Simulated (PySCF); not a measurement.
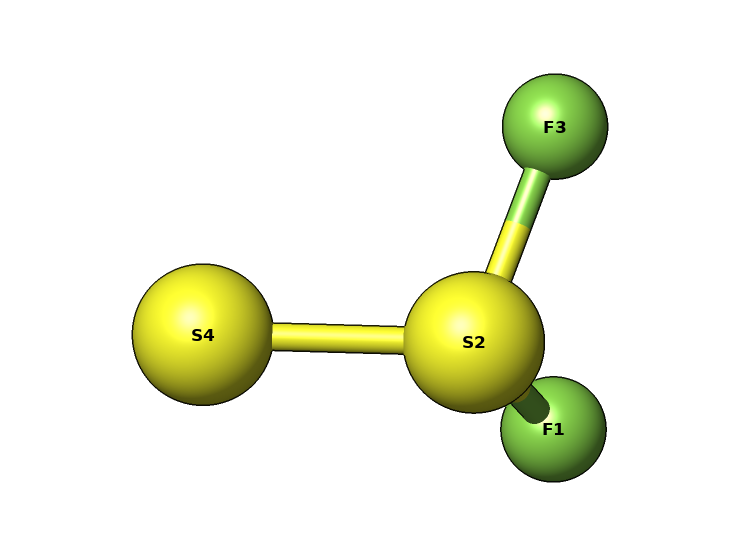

Every bond is drawn as one stick. The computed structure is the end point of a PBE0-D3(BJ)/def2-SVP optimisation. No frequency run is at hand to confirm it as a minimum. Computed with PBE0/pcSseg-1 (PySCF 2.14.0).

List the Mayer bond orders of F1–S2, S2–S4 (one bond of each equivalent set).

| bond | Mayer order | length (Å) |
| --- | --- | --- |
| F1–S2 | 0.82 | 1.632 |
| S2–S4 | 1.83 | 1.873 |
